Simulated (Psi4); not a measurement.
# One shape, several levels: [GeH5]− (SMILES [H][Ge-]([H])([H])([H])[H])

Aim: a comparison of 3 runs (HF/cc-pVDZ, CAM-B3LYP/cc-pVTZ, CCSD/def2-SVP) of [GeH5]−. 

The results are computed with Psi4 1.11.

1 further run of the same task is left out (for a known fault of the program).

## 1. The system as given

The species is [GeH5]− (6 atoms), meant as a singlet with charge -1. As SMILES, `[H][Ge-]([H])([H])([H])[H]`. The shape comes from GFN2-xTB, which is rough for such elements, and wasn't checked as a minimum.

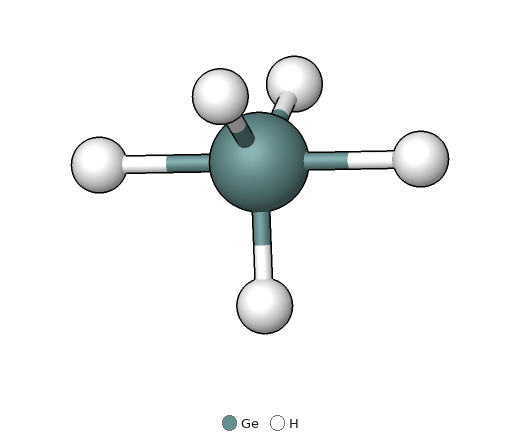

Viewed from a chosen angle; germanium teal, hydrogen white.

## 2. The energy at HF/cc-pVDZ (run 1)

calc.inp

```
memory 1600 MB

molecule system {
  -1 1
  Ge     0.000170    -0.001050     0.006590
  H     -0.023480    -0.005740     1.768690
  H      0.022000     0.009450    -1.774870
  H      1.514900     0.010990     0.015670
  H     -0.767040     1.304120     0.000050
  H     -0.746540    -1.317780    -0.016130
  symmetry c1
}

set {
  basis         cc-pVDZ
  puream        true
  e_convergence 1e-09
  d_convergence 1e-08
  scf_type      pk
}

E, wfn = energy("scf", return_wfn=True)
oeprop(wfn, "LOWDIN_CHARGES", "QUADRUPOLE", "WIBERG_LOWDIN_INDICES", title="SCF")
```

Command:

```console
psi4 -n 1 calc.inp calc.out
```

calc.out:

```text
[...]
  Running in c1 symmetry.
[...]
  Nuclear repulsion =   54.779714481381419
[...]
  Multiplicity = 1
[...]
  Nalpha       = 19
  Nbeta        = 19
[...]
    Number of basis functions: 52
[...]
   @RHF iter   1: -2077.34331952232560   -3.42176e+00   2.25838e-02 DIIS/ADIIS
[...]
   @RHF iter  10: -2078.13277731644484   -3.18323e-12   1.40613e-09 DIIS
[...]
    Orbital Energies [Eh]
    ---------------------
    Doubly Occupied:
       1A   -405.064266     2A    -51.963864     3A    -46.053180
       4A    -46.053052     5A    -46.053050     6A     -6.981622
       7A     -4.957616     8A     -4.957609     9A     -4.955129
      10A     -1.427651    11A     -1.424191    12A     -1.424183
      13A     -1.419325    14A     -1.419319    15A     -0.513705
      16A     -0.271195    17A     -0.271038    18A     -0.222691
      19A     -0.071949
[...]
  @RHF Final Energy: -2078.13277731644484
   => Energetics <=
    Nuclear Repulsion Energy =             54.7797144813814185
    One-Electron Energy =               -3014.8157146897929124
    Two-Electron Energy =                 881.9032228919670615
    Total Energy =                      -2078.1327773164448445
[...]
 Multipole Moments:
 ------------------------------------------------------------------------------------
     Multipole            Electronic (a.u.)      Nuclear  (a.u.)        Total (a.u.)
 ------------------------------------------------------------------------------------
 L = 1.  Multiply by 2.5417464519 to convert [e a0] to [Debye]
 Dipole X            :          0.0012354           -0.0010073            0.0002281
 Dipole Y            :         -0.0117159            0.0062730           -0.0054430
 Dipole Z            :          0.0987157           -0.0394329            0.0592829
 Magnitude           :                                                    0.0595327
 L = 2.  Multiply by 1.3450342976 to convert [e a0^2] to [Debye ang]
 Quadrupole XX       :        -32.2634629           12.2902833          -19.9731797
 Quadrupole XY       :          0.0007824            0.0016198            0.0024022
[...]
```

Wall time 2 s (1 thread of AMD EPYC 9R45 (Zen 5), shared host); peak memory 0.39 GiB.

## 3. Energy and gradient at CAM-B3LYP/cc-pVTZ (run 2)

input.inp

```
memory 1600 mb

molecule molecule1 {
  -1 1
  Ge     0.000170    -0.001050     0.006590
  H     -0.023480    -0.005740     1.768690
  H      0.022000     0.009450    -1.774870
  H      1.514900     0.010990     0.015670
  H     -0.767040     1.304120     0.000050
  H     -0.746540    -1.317780    -0.016130
  units angstrom
  symmetry c1
}

set puream true
set e_convergence 1e-09
set d_convergence 1e-08
set scf_type pk
set dft_radial_points 99
set dft_spherical_points 590

result, w = gradient('cam-b3lyp/cc-pVTZ', return_wfn=True)
oeprop(w, 'WIBERG_LOWDIN_INDICES', 'LOWDIN_CHARGES', 'MAYER_INDICES', title='CAM-B3LYP')
print_variables()
```

Command:

```console
psi4 input.inp input.out -n 1
```

input.out:

```text
[...]
  Running in c1 symmetry.
[...]
  Nuclear repulsion =   54.779714481381419
[...]
  Multiplicity = 1
[...]
  Nalpha       = 19
  Nbeta        = 19
[...]
    Number of basis functions: 113
[...]
   @RKS iter   1: -2078.56531987818880   -1.81745e+00   2.06167e-02 DIIS/ADIIS
[...]
   @RKS iter  10: -2080.09011614417432   -5.54792e-11   6.16752e-09 DIIS
[...]
    Orbital Energies [Eh]
    ---------------------
    Doubly Occupied:
       1A   -398.586889     2A    -49.623375     3A    -44.145666
       4A    -44.145662     5A    -44.145337     6A     -6.063724
       7A     -4.236495     8A     -4.236487     9A     -4.234686
      10A     -1.061830    11A     -1.061822    12A     -1.060876
      13A     -1.057654    14A     -1.057648    15A     -0.421810
      16A     -0.206011    17A     -0.205874    18A     -0.163489
      19A     -0.029808
[...]
  @RKS Final Energy: -2080.09011614417432
   => Energetics <=
    Nuclear Repulsion Energy =             54.7797144813814185
    One-Electron Energy =               -3014.7867965143177571
    Two-Electron Energy =                 942.9662709958805635
    DFT Exchange-Correlation Energy =     -63.0493051071183004
    Empirical Dispersion Energy =           0.0000000000000000
    VV10 Nonlocal Energy =                  0.0000000000000000
    Total Energy =                      -2080.0901161441743170
[...]
 Multipole Moments:
 ------------------------------------------------------------------------------------
     Multipole            Electronic (a.u.)      Nuclear  (a.u.)        Total (a.u.)
 ------------------------------------------------------------------------------------
 L = 1.  Multiply by 2.5417464519 to convert [e a0] to [Debye]
 Dipole X            :          0.0011263           -0.0010073            0.0001191
 Dipole Y            :         -0.0111924            0.0062730           -0.0049194
 Dipole Z            :          0.0967451           -0.0394329            0.0573122
 Magnitude           :                                                    0.0575231
[...]
  -Total Gradient:
     Atom            X                  Y                   Z
    ------   -----------------  -----------------  -----------------
       1       -0.000186275478    -0.000312956622     0.001279915822
       2       -0.000211863694     0.000253924547     0.000974338840
       3        0.000098374155     0.000048177042    -0.002052677653
       4       -0.014491225277    -0.000069150943    -0.000430338236
       5        0.007529326440    -0.012799648142     0.000184849953
       6        0.007261759353     0.012879612706     0.000043920970
[...]
```

Wall time 72 s (1 thread of AMD EPYC 9R45 (Zen 5), shared host); peak memory 1.6 GiB.

## 4. The energy at CCSD/def2-SVP (run 3)

calc.in

```
memory 1600 MB

molecule geom {
  -1 1
  Ge     0.000170    -0.001050     0.006590
  H     -0.023480    -0.005740     1.768690
  H      0.022000     0.009450    -1.774870
  H      1.514900     0.010990     0.015670
  H     -0.767040     1.304120     0.000050
  H     -0.746540    -1.317780    -0.016130
  symmetry c1
  no_reorient
  no_com
}

set globals {
  puream true
  e_convergence 1e-09
  d_convergence 1e-08
  scf_type pk
  num_frozen_docc 9
}

e = energy("ccsd/def2-SVP")
```

Command:

```console
psi4 -i calc.in -o calc.out -n 1
```

calc.out:

```text
[...]
  Running in c1 symmetry.
[...]
  Nuclear repulsion =   54.779714481381419
[...]
  Multiplicity = 1
[...]
  Nalpha       = 19
  Nbeta        = 19
[...]
    Number of basis functions: 57
[...]
   @RHF iter   1: -2076.62338500623537   -2.74293e+00   3.79304e-02 ADIIS/DIIS
[...]
   @RHF iter  10: -2077.90517621747904   -1.27329e-11   3.87343e-09 DIIS
[...]
    Orbital Energies [Eh]
    ---------------------
    Doubly Occupied:
       1A   -404.971012     2A    -51.895853     3A    -45.997478
       4A    -45.997350     5A    -45.997348     6A     -6.953783
       7A     -4.933026     8A     -4.933020     9A     -4.930788
      10A     -1.410572    11A     -1.406063    12A     -1.406055
      13A     -1.401817    14A     -1.401810    15A     -0.512115
      16A     -0.272426    17A     -0.272268    18A     -0.224090
      19A     -0.074206
[...]
  @RHF Final Energy: -2077.90517621747904
   => Energetics <=
    Nuclear Repulsion Energy =             54.7797144813814185
    One-Electron Energy =               -3015.3876202059714160
    Two-Electron Energy =                 882.7027295071109165
    Total Energy =                      -2077.9051762174794931
[...]
 Multipole Moments:
 ------------------------------------------------------------------------------------
     Multipole            Electronic (a.u.)      Nuclear  (a.u.)        Total (a.u.)
 ------------------------------------------------------------------------------------
 L = 1.  Multiply by 2.5417464519 to convert [e a0] to [Debye]
 Dipole X            :         -0.0100348            0.0099778           -0.0000570
 Dipole Y            :          0.0578731           -0.0615295           -0.0036564
 Dipole Z            :         -0.3386310            0.3860522            0.0474211
 Magnitude           :                                                    0.0475619
[...]
      * MP2 total energy                      = -2078.180085319829232
[...]
      * CCSD total energy                     = -2078.203909636220033
[...]
```

Wall time 4.2 s (1 thread of AMD EPYC 9R45 (Zen 5), shared host); peak memory 0.24 GiB.

## 5. Overview of the runs

| run | level | task | integration grid | energy (Eh) | HOMO energy (eV) | LUMO energy (eV) | HOMO–LUMO gap (eV) | wall time |
| --- | --- | --- | --- | --- | --- | --- | --- | --- |
| 1 | HF/cc-pVDZ | energy | – | -2078.132777 | -1.96 | 10.16 | 12.12 | 2 s |
| 2 | CAM-B3LYP/cc-pVTZ | gradient | 99 radial × 590 angular | -2080.090116 | -0.81 | 7.11 | 7.92 | 72 s |
| 3 | CCSD/def2-SVP | energy | – | -2078.203910 | -2.02 | 10.46 | 12.48 | 4.2 s |

## 6. Results

| quantity | value |
| --- | --- |
| run 3: total energy | -2078.20391 Eh |
| run 3: HOMO energy (Hartree–Fock orbitals) | -2.02 eV |
| run 3: LUMO energy (Hartree–Fock orbitals) | 10.46 eV |
| run 3: HOMO–LUMO gap (to an unbound level, set by the basis) | 12.48 eV |
| run 3: correlation energy (9 core orbitals frozen) | -298.7 mEh |
| run 3: T1 diagnostic | 0.009 |

All runs together took 78 s, the longest 72 s.
